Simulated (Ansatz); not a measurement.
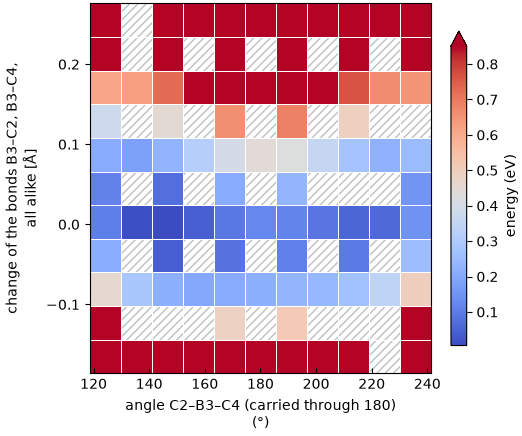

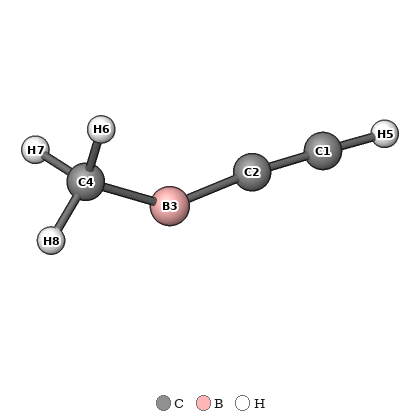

Energy landscape of C₃H₄B, SMILES C#C[B]C, spin multiplicity 2. 
- First axis: angle C2–B3–C4 (carried through 180). Second axis: change of the bonds B3–C2, B3–C4, all alike.
- Nothing is relaxed (all other coordinates rigid).
- Grid: 11 × 11 points. At 31 points there is no value.
- Points are written as (first, second).
- All energies are given in eV relative to the relaxed molecule at the same level.
- Level of theory: UKS r2SCAN-D4/def2-SVP in Ansatz.

The picture shows one coloured cell a grid point, one colour for all values above the top of the scale, hatched blanks where no value was computed. The second picture is the structure at the lowest point.

Where are the lowest and the highest points?

Answer. The lowest grid point is at (146.5°, 0.003 Å), 0.005 eV from the relaxed molecule at the same level. The highest grid point, (180.0°, 0.255 Å), lies 1.76 eV above the lowest.

Grid values (eV):

```tsv
second ↓, first →	124.2	135.4	146.5	157.7	168.8	180.0	191.2	202.3	213.5	224.6	235.8
0.255	1.19	–	1.38	1.55	1.70	1.77	1.72	1.58	1.41	1.28	1.22
0.213	0.88	–	1.04	–	1.32	–	1.34	–	1.07	–	0.92
0.171	0.61	0.63	0.72	0.86	0.97	1.03	1.00	0.89	0.76	0.67	0.65
0.129	0.38	–	0.45	–	0.66	–	0.69	–	0.49	–	–
0.087	0.21	0.18	0.23	0.32	0.40	0.44	0.43	0.36	0.27	0.22	0.25
0.045	0.11	–	0.07	–	0.21	–	0.23	–	–	–	0.15
0.003	0.10	0.01	0.01	0.04	0.09	0.12	0.12	0.09	0.06	0.06	0.15
−0.039	0.21	–	0.04	–	0.08	–	0.11	–	0.09	–	0.25
−0.081	0.46	0.29	0.22	0.20	0.20	0.22	0.23	0.24	0.27	0.34	0.50
−0.123	0.88	–	–	–	0.49	–	0.51	–	–	–	0.92
−0.165	1.51	1.25	1.09	1.01	0.97	0.97	1.00	1.05	1.14	–	1.54
```

The whole map (90 points run) took 19 min on 1 thread of Arm Neoverse V1, on a shared host.
